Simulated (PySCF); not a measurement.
SMILES [Cl][GeH2][Br] (H₂BrClGe) at its B3LYP/def2-SVP optimised geometry (Å):

```
5

Ge    -0.4430    -0.6955     0.0000
Cl    -1.1133    -1.7499    -1.7739
Br    -1.1654    -1.8280     1.8920
H      1.0919    -0.6955     0.0000
H     -1.0919     0.6955     0.0000
```

Method: B3LYP/def2-TZVP run with PySCF. Cells within 0.4 Å of a nucleus heavier than hydrogen are left out (blank, or x).

Map of the HOMO amplitude (bohr^(-3/2)) on the plane z = 0.0 Å; orbital energy -8.34 eV, overall sign arbitrary:

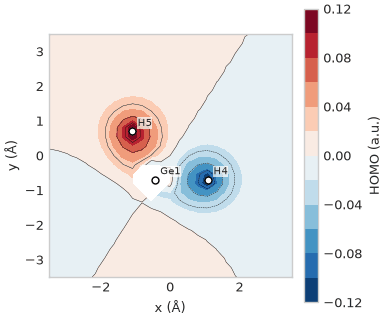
*HOMO amplitude (bohr^(-3/2)) on the plane z = 0.0 Å.*
